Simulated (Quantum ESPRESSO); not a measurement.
## What a tighter setting buys: ecutwfc, Sr₄Nb₅O₁₅ (C2/m, 24 atoms in the cell)

Cell: a = 9.0291 Å, b = 9.0291 Å, c = 6.9947 Å, α = 104.95°, β = 104.95°, γ = 36.87°.

Method of the run: LDA (PZ), GBRV 1.5 ultrasoft (LDA) pseudopotentials (plane waves; Quantum ESPRESSO).

Base settings: ecutwfc = 40 Ry; ecutrho = 320 Ry; occupations = smearing; smearing = cold; degauss = 0.0147 Ry; potentials = {Sr: sr_lda_v1.uspp.F.UPF, Nb: nb_lda_v1.uspp.F.UPF, O: o_lda_v1.2.uspp.F.UPF}; K_POINTS = automatic 4 4 3 0 0 0; conv_thr = 1e-09 Ry.

Misses are taken against the tightest run, 46 Ry (ecutrho: 320 Ry → 368 Ry), which need not be fully converged itself. The energy is the free energy per atom.

The count of work is k-points × plane waves × bands × iterations; it is no time, and leaves out set-up, grids and terms that scale otherwise. Core times come from one kind of shared machine and are given to one figure; runs under 30 s give none.

The starting cell comes from a database of computed structures (which also holds hypothetical and non-ambient phases and stackings), without a prior relaxation at this level. Spin polarisation is off; with an odd number of electrons in the cell that forces a metal, and a magnetic state may lie lower. In the base run, with a pressure of about -11 GPa the cell is away from its equilibrium volume at this level.

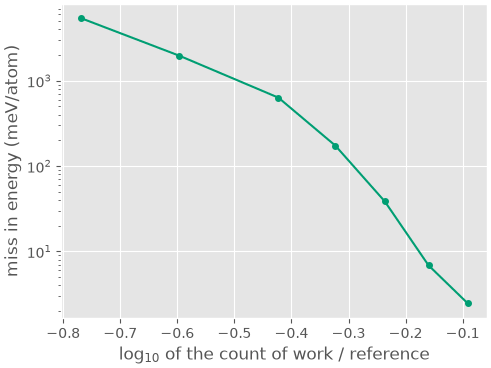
*Miss against the count of work; the reference run is not drawn, and misses under 0.1 meV/atom are drawn there.*

| ecutwfc | energy less reference (meV/atom) | pressure less reference (GPa) | largest difference in the force on any atom (eV/Å) | count of work / reference | core time / reference (rough) |
|---|---|---|---|---|---|
| 16 Ry (ecutrho: 320 Ry → 128 Ry) | 5419.92 | -168.18 | 0.331 | 0.17 | 0.2 |
| 20 Ry (ecutrho: 320 Ry → 160 Ry) | 1962.45 | -82.61 | 0.168 | 0.25 | 0.3 |
| 24 Ry (ecutrho: 320 Ry → 192 Ry) | 633.55 | -35.40 | 0.045 | 0.38 | 0.3 |
| 28 Ry (ecutrho: 320 Ry → 224 Ry) | 173.96 | -13.02 | 0.016 | 0.48 | 0.5 |
| 32 Ry (ecutrho: 320 Ry → 256 Ry) | 38.61 | -3.76 | 0.007 | 0.58 | 0.5 |
| 36 Ry (ecutrho: 320 Ry → 288 Ry) | 6.87 | -0.53 | 0.001 | 0.69 | 0.6 |
| 40 Ry | 2.46 | 0.14 | 0.001 | 0.81 | 0.8 |
| 46 Ry (ecutrho: 320 Ry → 368 Ry) | 0.00 | 0.00 | 0.000 | 1.0 | 1 |

Coarsest setting among those run that, with all tighter ones, holds the energy within 10 meV/atom of the reference: 36 Ry (ecutrho: 320 Ry → 288 Ry), off by 6.9 meV/atom; its saving against the reference is no more than about a factor of 2 in the count of work.

Coarsest setting among those run that, with all tighter ones, holds the energy within 5 meV/atom of the reference: 40 Ry, off by 2.5 meV/atom; its saving against the reference is no more than about a factor of 2 in the count of work.

Smallest miss in the energy for at most 0.3 times the reference's count of work: 20 Ry (ecutrho: 320 Ry → 160 Ry), with a miss of 2000 meV/atom at a count of 0.25.

The step from 16 Ry (ecutrho: 320 Ry → 128 Ry) to 28 Ry (ecutrho: 320 Ry → 224 Ry): it takes the miss in the energy from 5400 to 170 meV/atom, for 2.8 times the count of work and roughly 2 times the time.
